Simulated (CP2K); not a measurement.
Consider cyanoacetylene at its PBE geometry (Å).

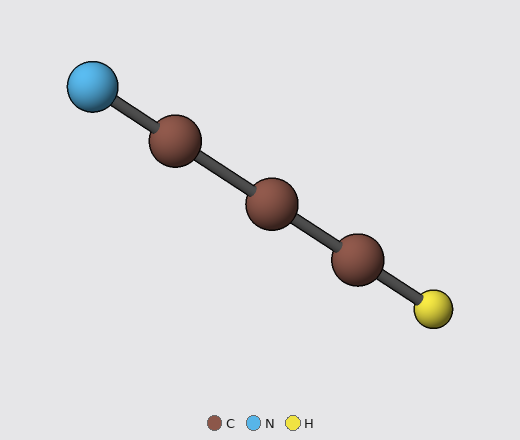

The molecule (carbon brown, nitrogen blue, hydrogen yellow).

```xyz
5

C    -1.2850   -0.1706   -0.0260
C    -0.0801   -0.0136   -0.0010
C     1.2757    0.1674    0.0263
N     2.4364    0.3251    0.0474
H    -2.3471   -0.3082   -0.0466
```

Method: CP2K XAS_TDP, all-electron GAPW, PBEh(45%), aug-cc-pVTZ, TDA, GW2X-corrected core level, no relativity.

Question: Where do the N K-edge lines lie, and how strong are they?

Leading lines: N4 397.81 eV. The leading line of an atom is its first one with 35 % of the strongest within 2.5 eV of its lowest line over the strength cut. Core ionisation energies at this level: N4 404.49 eV.

The first six lines of each atom with a strength over 0.0015:

```
            atom  energy (eV)  states  strength, one atom  above the computed threshold
N4 (bonded to C)       397.81       2              0.1051                              
                       404.06       2              0.0053                              
                       404.35       1              0.0025                              
                       405.36       1              0.0066                           yes
                       405.78       2              0.0165                           yes
                       405.90       1              0.0057                           yes
```

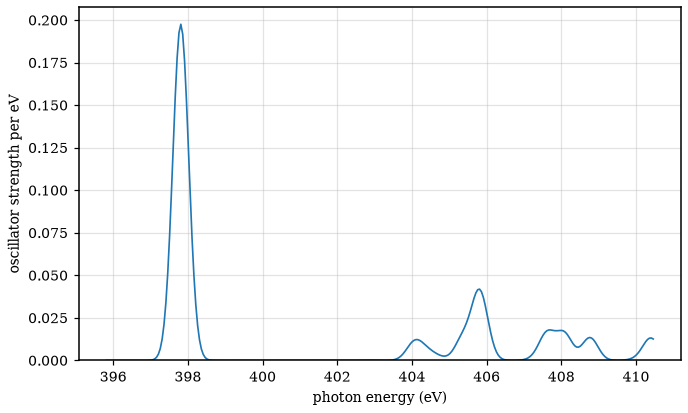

All atoms added, broadened by 0.5 eV.

Lines are vertical, at one geometry, with no vibrational structure. GW2X ionisation energies and lines can be off by 1 to 2 eV either way, and a good line position may hide errors that cancel. These values hold no scalar relativity, about 0.2 eV for N 1s. Rydberg lines, and the discretised continuum above threshold, depend on the basis and the box.

[Banner, clock and machine lines of the logs are left out without a mark of their own.]

[Logs are printed without paths, hosts, clocks, repeated set-up lines and the standing remarks that a program may print on its own settings, such as how far it seeks lower states.]

[Hosts, paths, dates, database ids (printed as entryN), source tags and the programs' standing remarks are cut or masked in the printed files.]
